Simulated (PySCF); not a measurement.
```xyz
5
charge 0, multiplicity 1
B    -0.9709    0.4811   -0.5369
H    -1.0872   -0.4067   -1.3298
H    -1.7174    1.4224   -0.5061
O     0.0494    0.3846    0.3386
H     0.0982    1.1218    0.9524
```

What structure does this define?

It has 5 atoms: 1 boron, 3 hydrogen and 1 oxygen (BH3O). The point group is Cs. All atoms lie on one plane. Coordination: 1 B trigonal planar; 1 O bent.

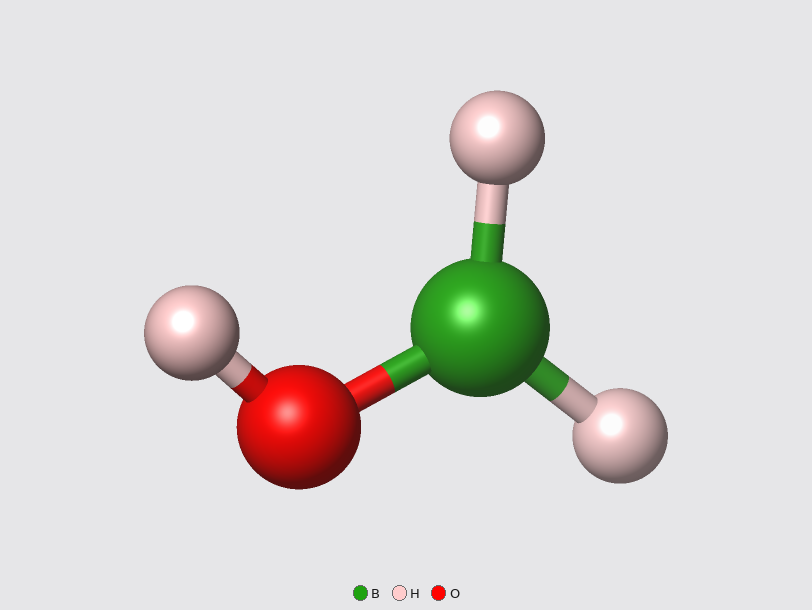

Source: calculation with PySCF.
